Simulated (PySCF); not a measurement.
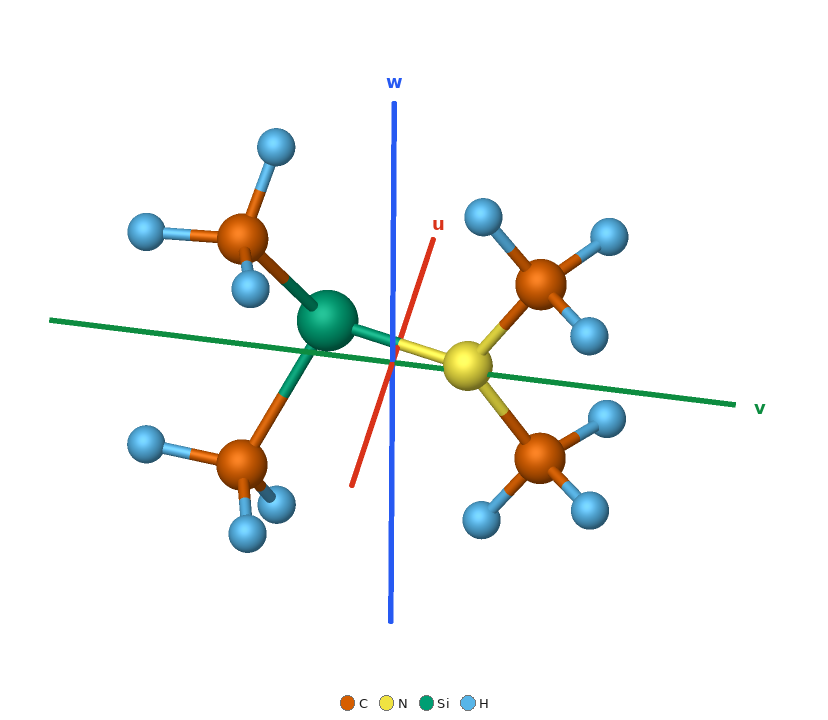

The lines u, v and w are the principal axes of the g tensor. Charge 0, doublet. The computed structure is the end point of a GFN2-xTB optimisation. No frequency run is at hand to confirm it as a minimum. Level of theory: UKS B3LYP, pcH-1 on C H N Si, non-relativistic, mean-field spin-orbit, GIAO (PySCF 2.14.0).

> Along which axis does g lie farthest from the free-electron value?

Along v: the shift is 1015 ppm.

Give the principal values and shifts.

```tsv
axis	g	shift (ppm)
u	2.00212	−203
v	2.00333	1015
w	2.00286	541
```

The geometry is semi-empirical. Around Si such bond lengths and angles can be off by a tenth of an ångström or more and by several degrees, and values that hang on the shape move with them.
